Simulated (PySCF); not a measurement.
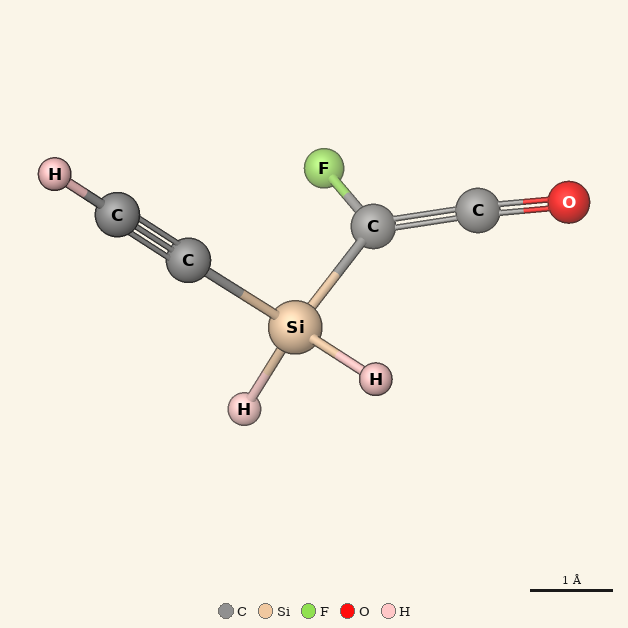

Atoms fade into the background with distance from the viewer. Computed geometry: PBE0-D3(BJ)/def2-SVP optimisation. No frequency run is at hand to confirm it as a minimum. Masses are those of the most abundant isotopes; constants are for the rigid equilibrium geometry.

**What kind of rotor is it, and what are its rotational constants in GHz?**

An asymmetric top (C1): A = 3.78, B = 1.18, C = 1.07 GHz. Ray's parameter κ is −0.92, close to the prolate limit.
